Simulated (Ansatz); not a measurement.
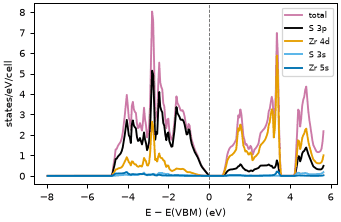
Total and projected density of states of ZrS$_{2}$ (CdI2 type, space group No. 164), PBE+D3(BJ) (plane waves, PAW; program Ansatz)

### Question
Which orbitals carry the states next to the gap?

### Answer
Top 1 eV of the valence band: S 3p 90 %, Zr 4d 7 %. Bottom 1 eV of the conduction band: Zr 4d 75 %, S 3p 19 %. Projections are on Löwdin-orthogonalised atomic valence shells; empty p or d shells of many metals are not among them.

### Question
Where is the tallest occupied peak in this window, and what makes it?

### Answer
Near -2.8 eV, about 8.0 states/eV per cell; the largest projected share is S 3p.

Space group P-3m1 (CdI2 type). Symmetry was held in the PBE+D3(BJ) relaxation. No spin polarisation was allowed. Spin–orbit coupling is left out wherever it is not named.

Potentials: the later of the program's two PAW sets.
